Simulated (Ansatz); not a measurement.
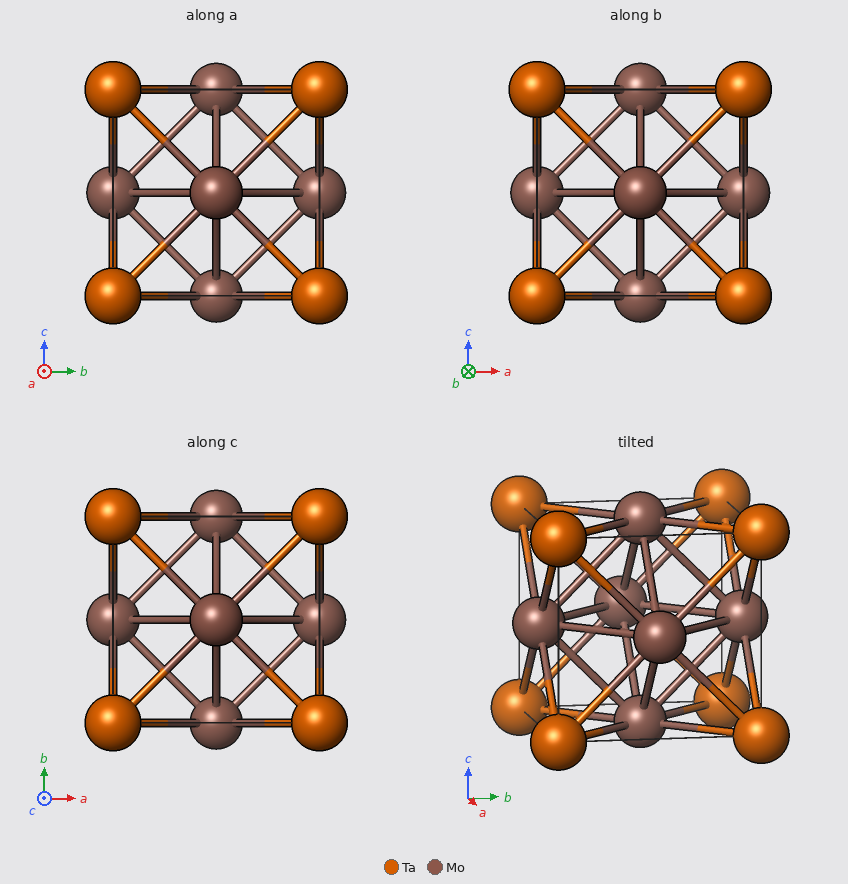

An orthographic ball-and-stick view of the structure, along the a axis, along the b axis, along the c axis and slightly off an axis. Thin lines show the conventional unit cell, with boundary atoms drawn in all their periodic places.

Lattice parameters: a = 4.060 Å, b = 4.060 Å, c = 4.060 Å, α = 90.00°, β = 90.00°, γ = 90.00°.

Q: Put the structure into a table of Wyckoff sites.

A: Space group Pm-3m (No. 221).
```tsv
atom	site	x	y	z
Ta	1a	0.0000	0.0000	0.0000
Mo	3c	0.0000	0.5000	0.5000
```

It derives from a structure type filled with these elements by a generator (whether the compound takes this form wasn't checked). The structure drawn was relaxed with Ansatz, DFT PBE, scalar-relativistic, plane waves, PAW.
